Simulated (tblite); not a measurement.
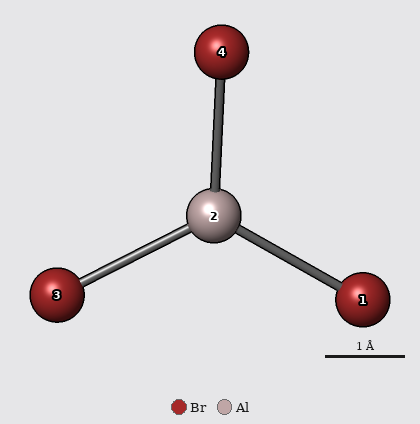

**Figure 1.** The starting structure (ball-and-stick view, seen at a tilt; atoms are numbered from 1 in the order of the input). Sticks mark near contacts.

# Molecular dynamics of AlBr3

- system: AlBr3 (aluminum bromide), SMILES [Br][Al]([Br])[Br]
- method: GFN2-xTB Langevin dynamics, gas phase (tblite 0.8.0)

### What the program printed
```
t/fs     T/K      E/eV
    0.0   247.1   -367.75863
   25.0   210.3   -367.68965
   50.0   322.3   -367.69282
   75.0   382.2   -367.71205
  100.0   730.8   -367.70574
  125.0   773.4   -367.53041
  150.0   587.1   -367.35146
  175.0   831.7   -367.55877
  200.0  1495.1   -367.72169
  225.0   482.2   -367.43721
  250.0   804.8   -367.46101
  275.0   792.1   -367.55326
  300.0  1036.8   -367.63319
  325.0   560.5   -367.53550
  350.0   599.8   -367.63267
  375.0   526.3   -367.55003
  400.0   293.7   -367.51846
  425.0   418.0   -367.65485
  450.0   324.4   -367.67273
  475.0   503.1   -367.67249
  500.0   321.9   -367.61474
  525.0   444.7   -367.61651
  550.0   791.3   -367.69902
  575.0   586.5   -367.67690
  600.0   410.1   -367.66595
  625.0   413.5   -367.59890
  650.0   597.7   -367.54711
  675.0   597.8   -367.54366
  700.0   967.8   -367.65909
  725.0   583.3   -367.57689
  750.0   657.6   -367.52227
  775.0   794.5   -367.51898
  800.0   756.3   -367.53906
  825.0   448.6   -367.52401
  850.0   333.3   -367.55841
  875.0  1001.5   -367.54784
  900.0  1222.0   -367.53029
  925.0  1250.7   -367.65734
  950.0   692.8   -367.55994
  975.0   372.6   -367.47377
 1000.0   410.0   -367.49937
```

### Trajectory as extended XYZ (Å, eV, eV/Å), 41 frames, from step=0 to step=40
```
4
Properties=species:S:1:pos:R:3:forces:R:3 step=0 time_fs=0.0 energy=-367.75863 temperature=247.1
Br   -1.8084   -1.2425    0.7805    0.0028   0.0017   0.0002
Al    0.0026    0.0012    0.3174   -0.0016  -0.0002  -0.0023
Br    2.0527   -0.7747    0.8029   -0.0015   0.0004   0.0005
Br   -0.2367    2.0208   -0.6341    0.0003  -0.0019   0.0017
4
Properties=species:S:1:pos:R:3:forces:R:3 step=1 time_fs=25.0 energy=-367.68965 temperature=210.3
Br   -1.8055   -1.2844    0.8112   -0.6273  -0.4868   0.1199
Al   -0.0678   -0.0717    0.2146    1.4550   0.0998   0.3642
Br    2.0622   -0.7617    0.7877   -0.7881   0.1961  -0.2936
Br   -0.2803    1.9903   -0.6103   -0.0396   0.1910  -0.1905
4
Properties=species:S:1:pos:R:3:forces:R:3 step=2 time_fs=50.0 energy=-367.69282 temperature=322.3
Br   -1.8210   -1.3626    0.8887    0.7477   0.4630  -0.3059
Al    0.0240   -0.1097    0.2739   -1.5327   0.1838   0.1054
Br    2.0671   -0.7540    0.7773    0.7500  -0.3008   0.1302
Br   -0.3251    1.9442   -0.6245    0.0350  -0.3460   0.0704
4
Properties=species:S:1:pos:R:3:forces:R:3 step=3 time_fs=75.0 energy=-367.71205 temperature=382.2
Br   -1.8033   -1.4001    0.9934   -0.0861  -0.0391   0.0182
Al   -0.1105   -0.0819    0.3643    0.9415   0.2504  -0.1032
Br    2.0757   -0.7292    0.7641   -0.8618   0.2273  -0.1426
Br   -0.3860    1.9227   -0.6804    0.0063  -0.4386   0.2276
4
Properties=species:S:1:pos:R:3:forces:R:3 step=4 time_fs=100.0 energy=-367.70574 temperature=730.8
Br   -1.8422   -1.3909    1.0510    0.5173   0.4685  -0.0465
Al   -0.1085    0.0025    0.5022   -0.2619  -0.6641  -0.1577
Br    2.0329   -0.6897    0.6951   -0.1901   0.0690   0.1271
Br   -0.4787    1.8734   -0.6768   -0.0653   0.1266   0.0771
4
Properties=species:S:1:pos:R:3:forces:R:3 step=5 time_fs=125.0 energy=-367.53041 temperature=773.4
Br   -1.8964   -1.3766    1.1199    0.4090   0.3965   0.2023
Al   -0.1437    0.0303    0.7280   -1.4732  -0.0212  -0.9089
Br    1.9417   -0.6320    0.6155    1.1113  -0.3424   0.3001
Br   -0.5672    1.8063   -0.6305   -0.0471  -0.0329   0.4065
4
Properties=species:S:1:pos:R:3:forces:R:3 step=6 time_fs=150.0 energy=-367.35146 temperature=587.1
Br   -1.9178   -1.3866    1.2009   -0.1713  -0.0347   0.4212
Al   -0.3219    0.1390    0.8483    1.4354  -1.3564  -0.6300
Br    1.8949   -0.6194    0.5911   -0.9913   0.3999   0.5150
Br   -0.6993    1.7718   -0.5824   -0.2728   0.9912  -0.3062
4
Properties=species:S:1:pos:R:3:forces:R:3 step=7 time_fs=175.0 energy=-367.55877 temperature=831.7
Br   -1.9691   -1.4018    1.2690    0.0420   0.1178   0.2594
Al   -0.3117    0.0171    0.7299   -1.2680   0.1450  -0.7489
Br    1.7729   -0.5979    0.5281    1.3339  -0.3902   0.2196
Br   -0.8013    1.7871   -0.5868   -0.1079   0.1274   0.2699
4
Properties=species:S:1:pos:R:3:forces:R:3 step=8 time_fs=200.0 energy=-367.72169 temperature=1495.1
Br   -2.0170   -1.4212    1.3488   -0.1433  -0.1086   0.0336
Al   -0.4885   -0.1037    0.4031    0.5462   0.0776   0.0269
Br    1.7257   -0.5666    0.4484   -0.1748  -0.1294   0.0412
Br   -0.8688    1.8745   -0.5695   -0.2281   0.1604  -0.1017
4
Properties=species:S:1:pos:R:3:forces:R:3 step=9 time_fs=225.0 energy=-367.43721 temperature=482.2
Br   -2.0565   -1.4524    1.4297    0.8172   0.6584  -0.9635
Al   -0.5437   -0.1729    0.1532    0.2427   0.1506   1.2237
Br    1.7425   -0.5558    0.3707   -0.9246  -0.0985  -0.2354
Br   -0.8727    2.0119   -0.4794   -0.1353  -0.7105  -0.0249
4
Properties=species:S:1:pos:R:3:forces:R:3 step=10 time_fs=250.0 energy=-367.46101 temperature=804.8
Br   -2.0189   -1.4099    1.3606    0.6437   0.4751  -0.7627
Al   -0.4581   -0.1762    0.1586   -1.7039   1.2211   0.7726
Br    1.6983   -0.5618    0.2974    0.9980  -0.4075  -0.1218
Br   -0.9091    2.0741   -0.4040    0.0622  -1.2887   0.1118
4
Properties=species:S:1:pos:R:3:forces:R:3 step=11 time_fs=275.0 energy=-367.55326 temperature=792.1
Br   -1.9782   -1.3402    1.2587   -1.1119  -1.0320   0.6363
Al   -0.5829    0.0140    0.3062    2.5049  -0.9387   0.0523
Br    1.6561   -0.6199    0.2331   -0.9282   0.1885  -0.0252
Br   -0.9775    2.0261   -0.3582   -0.4648   1.7822  -0.6635
4
Properties=species:S:1:pos:R:3:forces:R:3 step=12 time_fs=300.0 energy=-367.63319 temperature=1036.8
Br   -1.9896   -1.3572    1.2067    0.3283   0.3860   0.0115
Al   -0.3855    0.1122    0.5121   -1.9901   0.3111  -0.1813
Br    1.6014   -0.6880    0.1604    1.4934  -0.4508  -0.1121
Br   -1.0859    2.1008   -0.3271    0.1684  -0.2463   0.2819
4
Properties=species:S:1:pos:R:3:forces:R:3 step=13 time_fs=325.0 energy=-367.53550 temperature=560.5
Br   -2.0362   -1.3768    1.1311    0.3566   0.4710   0.1345
Al   -0.4530    0.1977    0.6155   -0.1350  -0.4216  -1.0311
Br    1.5885   -0.7381    0.0909   -0.5606   0.4855   0.3741
Br   -1.1818    2.1803   -0.2931    0.3390  -0.5349   0.5226
4
Properties=species:S:1:pos:R:3:forces:R:3 step=14 time_fs=350.0 energy=-367.63267 temperature=599.8
Br   -2.0533   -1.3908    1.1030    0.1969   0.3821   0.0669
Al   -0.5270    0.1977    0.5172    0.1611  -0.5766  -0.5879
Br    1.5294   -0.7635    0.1123   -0.5776   0.5131   0.2379
Br   -1.2138    2.2389   -0.1953    0.2196  -0.3186   0.2831
4
Properties=species:S:1:pos:R:3:forces:R:3 step=15 time_fs=375.0 energy=-367.55003 temperature=526.3
Br   -2.0441   -1.4019    1.0478   -0.4024  -0.1492   0.1325
Al   -0.5152    0.0717    0.3680   -1.7160   2.0637  -0.1880
Br    1.4648   -0.7816    0.1489    1.6203  -0.4486  -0.2283
Br   -1.1867    2.3083   -0.0668    0.4981  -1.4660   0.2838
4
Properties=species:S:1:pos:R:3:forces:R:3 step=16 time_fs=400.0 energy=-367.51846 temperature=293.7
Br   -2.0305   -1.4404    0.9732   -0.0929   0.2475  -0.1381
Al   -0.6288    0.1926    0.2583    1.4479  -2.8444   0.5474
Br    1.4908   -0.8250    0.1697   -0.9332   0.7073  -0.1110
Br   -1.1205    2.2747    0.0483   -0.4218   1.8896  -0.2983
4
Properties=species:S:1:pos:R:3:forces:R:3 step=17 time_fs=425.0 energy=-367.65485 temperature=418.0
Br   -2.0553   -1.4851    0.9372   -0.1475   0.1837  -0.1176
Al   -0.5536    0.0649    0.2631   -1.1333   0.6466   0.3867
Br    1.4417   -0.8374    0.1835    1.1550  -0.2730  -0.2104
Br   -1.0646    2.2748    0.0892    0.1257  -0.5573  -0.0587
4
Properties=species:S:1:pos:R:3:forces:R:3 step=18 time_fs=450.0 energy=-367.67273 temperature=324.4
Br   -2.0448   -1.5707    0.9534   -0.2385   0.1412  -0.0899
Al   -0.6367    0.0503    0.2716    0.4883  -0.6965   0.3551
Br    1.4402   -0.8675    0.1511   -0.1440   0.2856  -0.1453
Br   -1.0304    2.2300    0.1089   -0.1058   0.2697  -0.1198
4
Properties=species:S:1:pos:R:3:forces:R:3 step=19 time_fs=475.0 energy=-367.67249 temperature=503.1
Br   -2.0870   -1.6783    0.9892   -0.6186  -0.3521   0.1561
Al   -0.6971   -0.0701    0.3877    0.8845   0.9241  -0.2088
Br    1.4303   -0.8547    0.1545   -0.2618   0.2139  -0.0313
Br   -1.0110    2.1839    0.1023   -0.0040  -0.7859   0.0839
4
Properties=species:S:1:pos:R:3:forces:R:3 step=20 time_fs=500.0 energy=-367.61474 temperature=321.9
Br   -2.1421   -1.7957    1.0425    0.5344   0.8433  -0.3123
Al   -0.6314   -0.1531    0.3939   -1.8942   0.4068   0.4166
Br    1.4102   -0.8729    0.1463    1.3760  -0.4540  -0.2071
Br   -1.0032    2.0951    0.1002   -0.0162  -0.7961   0.1028
4
Properties=species:S:1:pos:R:3:forces:R:3 step=21 time_fs=525.0 energy=-367.61651 temperature=444.7
Br   -2.1208   -1.8091    1.0904   -0.4953  -0.3576   0.1090
Al   -0.7717   -0.2191    0.3612    1.7985   0.0737  -0.0748
Br    1.4850   -0.8685    0.1564   -1.1101   0.2676   0.0251
Br   -1.0256    1.9867    0.0590   -0.1931   0.0163  -0.0593
4
Properties=species:S:1:pos:R:3:forces:R:3 step=22 time_fs=550.0 energy=-367.69902 temperature=791.3
Br   -2.1312   -1.8285    1.1317    0.2059   0.2971  -0.2518
Al   -0.6615   -0.2983    0.3284   -0.2678  -0.6530   0.5244
Br    1.4955   -0.8325    0.1642    0.3716  -0.2329  -0.1091
Br   -1.0706    1.8526    0.0141   -0.3098   0.5889  -0.1635
4
Properties=species:S:1:pos:R:3:forces:R:3 step=23 time_fs=575.0 energy=-367.67690 temperature=586.5
Br   -2.1526   -1.8688    1.1412   -0.1680  -0.2242   0.0017
Al   -0.6187   -0.4517    0.3778   -0.0113   1.1207   0.0124
Br    1.5853   -0.7542    0.1779    0.2440  -0.2820  -0.0584
Br   -1.1042    1.7649    0.0060   -0.0647  -0.6145   0.0444
4
Properties=species:S:1:pos:R:3:forces:R:3 step=24 time_fs=600.0 energy=-367.66595 temperature=410.1
Br   -2.1800   -1.9062    1.1275    0.1283  -0.0376  -0.0212
Al   -0.5844   -0.4734    0.4739    0.7610  -0.0208  -0.0822
Br    1.6814   -0.7084    0.1888   -0.6169  -0.2341   0.1477
Br   -1.0894    1.6533   -0.0077   -0.2724   0.2925  -0.0444
4
Properties=species:S:1:pos:R:3:forces:R:3 step=25 time_fs=625.0 energy=-367.59890 temperature=413.5
Br   -2.1528   -1.9050    1.1108    0.5064   0.1619  -0.0395
Al   -0.4240   -0.5404    0.5481   -1.6832   0.7405  -0.1502
Br    1.7310   -0.7033    0.1973    1.1085  -0.3756  -0.0283
Br   -1.1136    1.5899   -0.0215    0.0683  -0.5268   0.2180
4
Properties=species:S:1:pos:R:3:forces:R:3 step=26 time_fs=650.0 energy=-367.54711 temperature=597.7
Br   -2.0895   -1.8613    1.0681   -1.5443  -1.5262   0.6029
Al   -0.4443   -0.5718    0.5891    1.7612   2.1750  -0.9766
Br    1.7930   -0.7953    0.2721   -0.4024  -0.1621   0.1814
Br   -1.1201    1.5627    0.0295    0.1855  -0.4867   0.1924
4
Properties=species:S:1:pos:R:3:forces:R:3 step=27 time_fs=675.0 energy=-367.54366 temperature=597.8
Br   -2.0849   -1.8316    1.0186    0.7971   0.2747  -0.1070
Al   -0.3256   -0.4109    0.5154   -0.2331  -2.5752   0.6000
Br    1.8385   -0.9112    0.3723    0.1982  -0.1315   0.0419
Br   -1.1234    1.5262    0.0787   -0.7623   2.4320  -0.5348
4
Properties=species:S:1:pos:R:3:forces:R:3 step=28 time_fs=700.0 energy=-367.65909 temperature=967.8
Br   -1.9898   -1.7604    1.0022   -0.2990  -0.6491   0.1413
Al   -0.2729   -0.4597    0.4598   -0.2143   0.6280   0.0365
Br    1.8858   -0.9909    0.5384    0.1996  -0.0565  -0.0617
Br   -1.1574    1.5825    0.0560    0.3138   0.0777  -0.1160
4
Properties=species:S:1:pos:R:3:forces:R:3 step=29 time_fs=725.0 energy=-367.57689 temperature=583.3
Br   -1.8924   -1.7474    0.9827   -0.3318  -0.5999   0.0842
Al   -0.2640   -0.3635    0.3620    1.2580  -0.3331   0.4875
Br    1.9285   -1.0955    0.6598   -1.0740   0.4548  -0.3101
Br   -1.1688    1.6393   -0.0071    0.1478   0.4781  -0.2616
4
Properties=species:S:1:pos:R:3:forces:R:3 step=30 time_fs=750.0 energy=-367.52227 temperature=657.6
Br   -1.8775   -1.7182    0.9901    0.6975   0.3392  -0.3371
Al   -0.1349   -0.3061    0.3152   -0.8392  -0.5241   0.7817
Br    1.9124   -1.1926    0.7316   -0.2977   0.3055  -0.2830
Br   -1.1386    1.6886   -0.0865    0.4394  -0.1205  -0.1616
4
Properties=species:S:1:pos:R:3:forces:R:3 step=31 time_fs=775.0 energy=-367.51898 temperature=794.5
Br   -1.8410   -1.6386    0.9214   -0.5012  -0.5310   0.1445
Al   -0.1093   -0.3257    0.4476   -0.5144   1.3703  -0.2904
Br    1.8891   -1.2791    0.7789    0.1710   0.1849  -0.1008
Br   -1.0533    1.7589   -0.1489    0.8446  -1.0242   0.2467
4
Properties=species:S:1:pos:R:3:forces:R:3 step=32 time_fs=800.0 energy=-367.53906 temperature=756.3
Br   -1.8308   -1.5540    0.8680   -0.9207  -0.8327   0.2599
Al   -0.1134   -0.2382    0.4595    1.1988  -0.1315   0.0423
Br    1.8687   -1.3725    0.8211   -0.6162   0.6928  -0.2186
Br   -0.9174    1.7579   -0.1721    0.3381   0.2714  -0.0836
4
Properties=species:S:1:pos:R:3:forces:R:3 step=33 time_fs=825.0 energy=-367.52401 temperature=448.6
Br   -1.8653   -1.5130    0.8246    0.3834   0.1346  -0.0770
Al    0.0255   -0.2442    0.4083   -1.4467  -0.3505   0.1915
Br    1.8221   -1.4567    0.8491    0.6999  -0.0688   0.0044
Br   -0.7766    1.7605   -0.1950    0.3634   0.2847  -0.1189
4
Properties=species:S:1:pos:R:3:forces:R:3 step=34 time_fs=850.0 energy=-367.55841 temperature=333.3
Br   -1.8985   -1.4564    0.7861   -1.3426  -0.9695   0.3080
Al   -0.0795   -0.2965    0.4807    1.3358   0.7832  -0.3699
Br    1.8468   -1.4939    0.8202   -0.4732   0.5869  -0.1276
Br   -0.6643    1.7959   -0.2406    0.4800  -0.4006   0.1895
4
Properties=species:S:1:pos:R:3:forces:R:3 step=35 time_fs=875.0 energy=-367.54784 temperature=1001.5
Br   -2.0339   -1.4481    0.8184    1.0562   0.4792   0.0569
Al    0.0004   -0.2650    0.5682   -1.3235  -0.6471  -0.3565
Br    1.8937   -1.4680    0.7286   -0.0665   0.2329   0.1001
Br   -0.5573    1.7482   -0.3036    0.3338  -0.0650   0.1995
4
Properties=species:S:1:pos:R:3:forces:R:3 step=36 time_fs=900.0 energy=-367.53029 temperature=1222.0
Br   -2.1654   -1.4541    0.8909   -0.2722  -0.2805   0.2579
Al   -0.2124   -0.4225    0.6258    1.3742   0.3779  -0.9243
Br    1.9240   -1.4426    0.6369   -1.3509   0.6723   0.1442
Br   -0.4681    1.6755   -0.3474    0.2488  -0.7698   0.5221
4
Properties=species:S:1:pos:R:3:forces:R:3 step=37 time_fs=925.0 energy=-367.65734 temperature=1250.7
Br   -2.2972   -1.5402    0.9486    0.8657   0.3403  -0.1060
Al   -0.2806   -0.5173    0.4929    0.0917  -0.5502  -0.0222
Br    1.8596   -1.3846    0.5946   -0.8880   0.1993   0.0709
Br   -0.3219    1.5695   -0.3574   -0.0694   0.0106   0.0572
4
Properties=species:S:1:pos:R:3:forces:R:3 step=38 time_fs=950.0 energy=-367.55994 temperature=692.8
Br   -2.3868   -1.6023    1.0453    1.2974   0.5530  -0.4182
Al   -0.3447   -0.6191    0.4088   -1.3488   0.2400   0.2173
Br    1.7593   -1.3351    0.5040    0.3705  -0.5071   0.1131
Br   -0.2327    1.5345   -0.3453   -0.3191  -0.2859   0.0878
4
Properties=species:S:1:pos:R:3:forces:R:3 step=39 time_fs=975.0 energy=-367.47377 temperature=372.6
Br   -2.3908   -1.5628    1.1579   -0.6548  -0.4121   0.1674
Al   -0.5442   -0.6613    0.3882    1.9964   0.9007  -0.1989
Br    1.6918   -1.2929    0.4532   -0.7996  -0.3545   0.0593
Br   -0.2257    1.4974   -0.2956   -0.5419  -0.1341  -0.0278
4
Properties=species:S:1:pos:R:3:forces:R:3 step=40 time_fs=1000.0 energy=-367.49937 temperature=410.0
Br   -2.3703   -1.5284    1.2779    0.8882   0.3590  -0.5745
Al   -0.4642   -0.5862    0.3578   -1.2029  -0.9305   1.0415
Br    1.6246   -1.3117    0.4709    0.6626  -0.7764   0.0534
Br   -0.2712    1.5076   -0.2577   -0.3479   1.3479  -0.5204
```

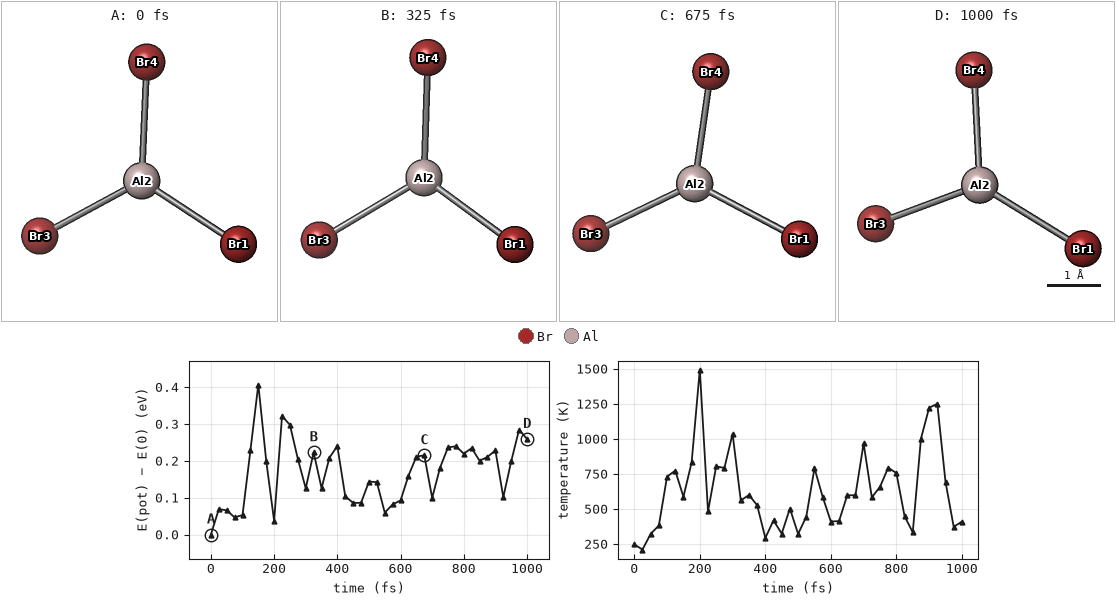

**Figure 2.** Frames of the molecular dynamics (ball-and-stick, seen at a tilt) above the curves, on which the letters mark them. The trajectory kept here has 41 frames over 1000 fs. The temperature starts at 247 K, ranges from 210 to 1495 K and averages 650 K over the second half. The potential energy ends 0.259 eV above its first value. After an unweighted best fit of the last frame on the first, the root-mean-square displacement is 0.21 Å.

This output came from the following input.

### Input
```
{"job": {"kind": "md", "xc": "GFN2-xTB", "basis": "xTB", "temperature": 600, "steps": 2000, "every": 50}, "charge": 0, "multiplicity": 1}
Br    -1.808365    -1.242477     0.780547
Al     0.002623     0.001224     0.317350
Br     2.052661    -0.774726     0.802883
Br    -0.236685     2.020751    -0.634079
```

The first line tells a small driver script what to run in tblite; the rest is the geometry in Å.

Launched with:
```bash
OMP_NUM_THREADS=1 python <driver script> task.json out
```

### Results in brief

| quantity | value |
| --- | --- |
| outcome | finished |
| mean temperature over the second half | 650 K |
| trajectory | 41 frames kept, 1000 fs |
| hardware | 1 CPU thread, shared host |
| wall time | 7.3 s |
| peak memory | 0.18 GiB |
